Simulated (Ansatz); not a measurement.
```xyz
12

C     0.5891   -0.9270    1.7901
C     0.8973   -0.2570    0.6892
C     0.2562   -0.4826   -0.6386
Ge   -0.9139    0.9782   -1.1146
F    -1.4663    0.9020   -2.7369
F    -2.3304    1.0593   -0.1546
F    -0.1601    2.5104   -0.9562
H    -0.1646   -1.7079    1.7907
H     1.0802   -0.7141    2.7315
H     1.6514    0.5246    0.7303
H     0.9911   -0.5520   -1.4453
H    -0.3529   -1.3890   -0.6515
```

Geometry: PBE0-D4/def2-TZVP.

Theory: RKS PBE0-D4/def2-TZVPP (Ansatz 0.2.0).

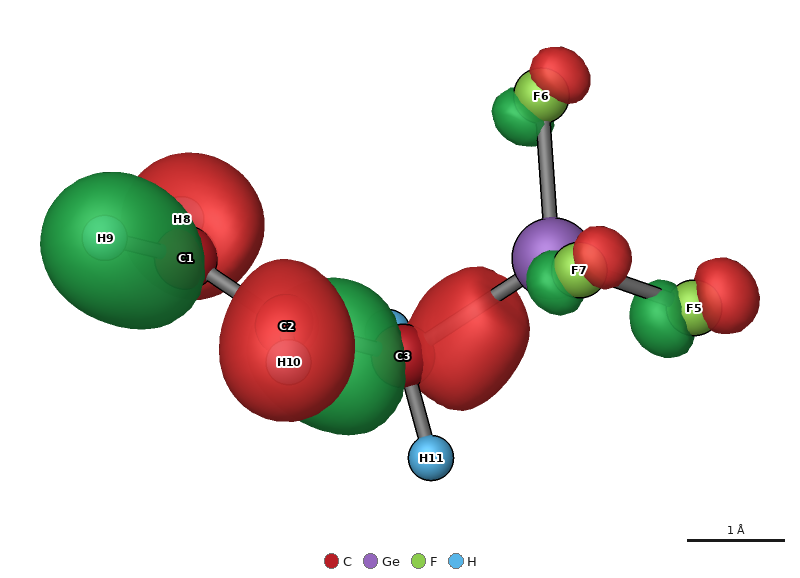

C$_{3}$H$_{5}$F$_{3}$Ge (SMILES C=C[CH2][Ge]([F])([F])[F]). The HOMO−1 at ±0.15 Å⁻³ᐟ² (green and red are the two phases), seen from one side.

> What is the character of this orbital?

Its weight (Hirshfeld) is mainly on C1 (about 20 %), C2 (about 20 %), C3 (about 15 %), H9 (about 10 %), H8 (about 10 %) and H10 (about 10 %). Its energy is −10.55 eV.
